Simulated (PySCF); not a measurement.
**NMR shielding calculation of C5H7BF2**

System: C5H7BF2.
Method: GIAO PBE0/pcSseg-1 NMR shielding, non-relativistic, gas phase (PySCF 2.14.0).

The geometry comes from this level: GFN2-xTB, MD frame at 425 fs, 300 K. It belongs to a series of runs on one base structure; here: MD frame at 425 fs, 300 K. Figures and captions count atoms from 1; the log counts them from 0 in places.

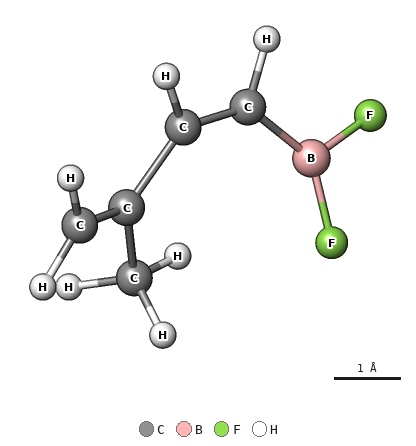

Fig. 1: The structure (ball-and-stick view, seen at a tilt). Bond lengths as drawn: B–C 1.55 Å, B–F 1.32 to 1.33 Å, C–C 1.34 to 1.52 Å and C–H 1.05 to 1.12 Å.

Key numbers

| quantity | value |
| --- | --- |
| outcome | converged |
| total energy | −418.849040 hartree |
| HOMO | −7.27 eV |
| LUMO | −2.03 eV |
| dipole moment | 2.99 D |
| isotropic shielding, C | 12.9 to 167.0 ppm |
| isotropic shielding, B | 78.1 ppm |
| isotropic shielding, F | 234.3 to 242.1 ppm |
| isotropic shielding, H | 23.7 to 29.8 ppm |
| hardware | 1 CPU thread, shared host |
| wall time | 21 s |
| peak memory | 0.78 GiB |

The input
```
{"job": {"kind": "nmr", "xc": "PBE0", "basis": "pcSseg-1", "pop": false}, "charge": 0, "multiplicity": 1}
C     -1.549800     0.271300    -2.022500
C     -1.007600    -0.061800    -0.847300
C     -1.643200     0.474400     0.422700
C      0.335700    -0.721800    -0.825800
C      1.169700    -0.880400     0.206200
B      1.426100    -0.174900     1.562700
F      1.009000     0.969500     2.096400
F      2.385700    -0.603800     2.361600
H     -2.472100     0.872900    -2.131900
H     -1.169800    -0.100900    -2.924200
H     -1.053300     0.189800     1.263900
H     -2.638700    -0.013000     0.567500
H     -1.629500     1.564800     0.320300
H      0.651200    -1.182800    -1.799300
H      1.958400    -1.576300    -0.038200
```

The first line tells a small driver script what to run in PySCF; the rest is the geometry in Å.

Launch command:
```bash
OMP_NUM_THREADS=1 python <driver script> task.json out
```

The program's output
```
coarse grid: 13032 points
cycle   1  E = -418.7074789780  dE =  8.949e-01  |g| = 6.849e-01  |ddm| = 3.478e+00
cycle   2  E = -418.6634973371  dE =  4.398e-02  |g| = 9.121e-01  |ddm| = 9.605e-01
cycle   3  E = -418.7918481017  dE = -1.284e-01  |g| = 7.537e-02  |ddm| = 5.384e-01
cycle   4  E = -418.7929852335  dE = -1.137e-03  |g| = 3.132e-02  |ddm| = 8.959e-02
cycle   5  E = -418.7931842353  dE = -1.990e-04  |g| = 1.434e-02  |ddm| = 3.518e-02
cycle   6  E = -418.7932367666  dE = -5.253e-05  |g| = 2.139e-03  |ddm| = 1.306e-02
cycle   7  E = -418.7932380433  dE = -1.277e-06  |g| = 3.805e-04  |ddm| = 2.503e-03
final grid: 128064 points
cycle   8  E = -418.8490269332  dE = -6.054e-05  |g| = 7.070e-03  |ddm| = 3.268e-02
cycle   9  E = -418.8490250375  dE =  1.896e-06  |g| = 7.518e-03  |ddm| = 1.255e-02
cycle  10  E = -418.8490392193  dE = -1.418e-05  |g| = 1.305e-03  |ddm| = 7.205e-03
cycle  11  E = -418.8490396361  dE = -4.168e-07  |g| = 2.529e-04  |ddm| = 1.251e-03
cycle  12  E = -418.8490396512  dE = -1.514e-08  |g| = 5.758e-05  |ddm| = 2.032e-04
cycle  13  E = -418.8490396519  dE = -6.636e-10  |g| = 2.106e-05  |ddm| = 5.804e-05
```

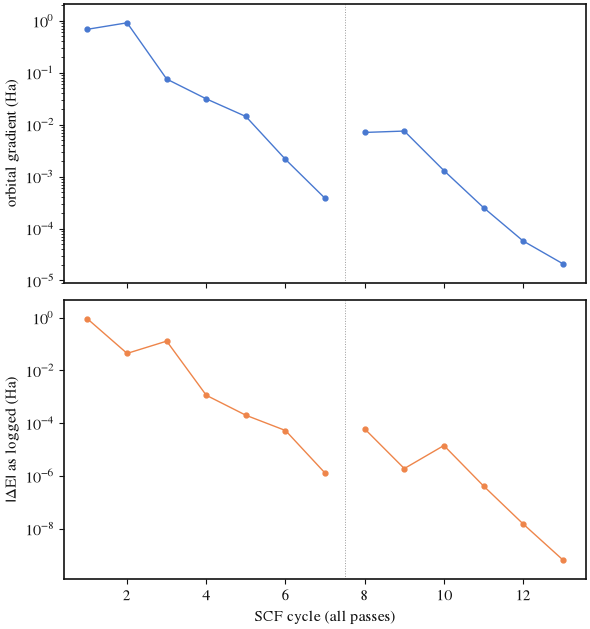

Fig. 2: Convergence of the self-consistent field: orbital gradient and size of the energy change against the SCF cycle. The dotted line marks the change from a coarse to the final integration grid. The first 7 cycles use a coarse grid, the final grid takes over at cycle 8, and the field converges after 13 cycles in all.

```
converged SCF energy = -418.8490396519

GIAO shielding tensors (ppm)
atom      isotropic    diamagn.    paramagn.     s11        s22        s33       span
  0 C       51.097     252.403    -201.306    -57.835     59.548    151.579    209.414
  1 C       30.565     258.976    -228.412    -84.295     21.574    154.416    238.711
  2 C      166.958     249.357     -82.399    155.039    163.217    182.617     27.579
  3 C       12.875     255.380    -242.504   -104.863     13.694    129.796    234.659
  4 C       70.402     257.559    -187.157    -27.323     68.611    169.918    197.241
  5 B       78.088     190.009    -111.921     61.571     82.873     89.820     28.249
  6 F      242.086     471.354    -229.268    105.626    267.306    353.324    247.698
  7 F      234.261     465.940    -231.679     80.521    276.599    345.664    265.142
  8 H       25.281      29.333      -4.051     22.363     24.307     29.174      6.811
  9 H       26.430      32.122      -5.692     22.766     25.983     30.540      7.775
 10 H       29.832      33.303      -3.471     24.972     28.639     35.885     10.914
 11 H       28.929      28.293       0.636     24.633     27.442     34.712     10.078
 12 H       28.980      30.188      -1.208     25.155     27.750     34.035      8.880
 13 H       23.748      31.224      -7.476     21.800     21.844     27.601      5.800
 14 H       26.136      29.951      -3.815     23.318     25.374     29.714      6.396
```

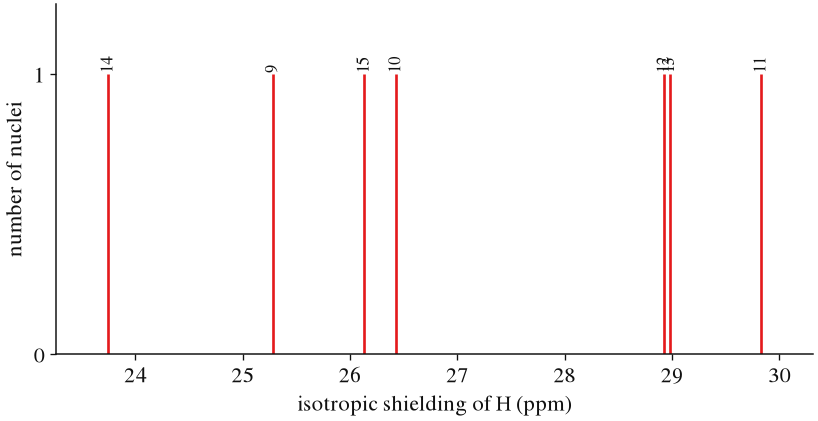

Fig. 3: Isotropic shieldings of the hydrogen nuclei in this fixed geometry, labelled by atom number; shielding grows to the right, so chemical shift grows to the left. The least shielded is H14 (23.7 ppm), the most shielded H11 (29.8 ppm).
